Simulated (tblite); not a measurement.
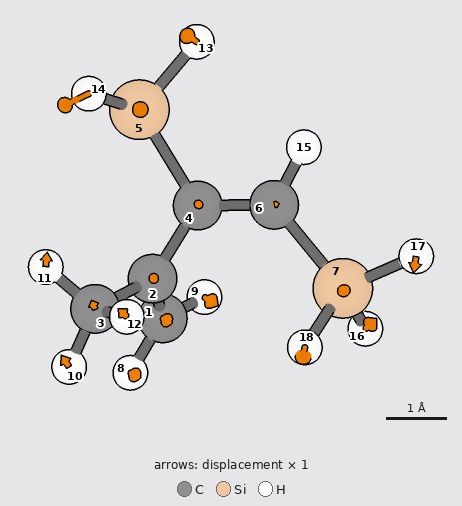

This is a relaxation of C5H11Si2 (multiplicity 2). The starting structure is drawn; orange arrows show the displacements, at their true length. The two geometries are superimposed by the best rigid fit.

Style: ball-and-stick. Shown face on.

Method: GFN2-xTB geometry optimisation, gas phase in tblite. 

Question: What did the optimiser do to the structure, and how much energy did it gain?

Answer: H14 moves most after the best rigid fit: 1.39 Å. Largest moves by element: H 1.39 Å, Si 0.42 Å, C 0.32 Å. Some distances before and after: C4–Si5 1.891 → 1.834 Å, Si5–H13 1.490 → 1.451 Å, C6–Si7 1.836 → 1.866 Å, C2–C3 1.526 → 1.499 Å. Among the angles between lasting bonds that change: C4–Si5–H14 108.9° → 121.0°, C4–Si5–H13 109.1° → 119.7°, H13–Si5–H14 108.3° → 116.8°. Over 122 geometry steps the energy falls by 37.7 kJ/mol.
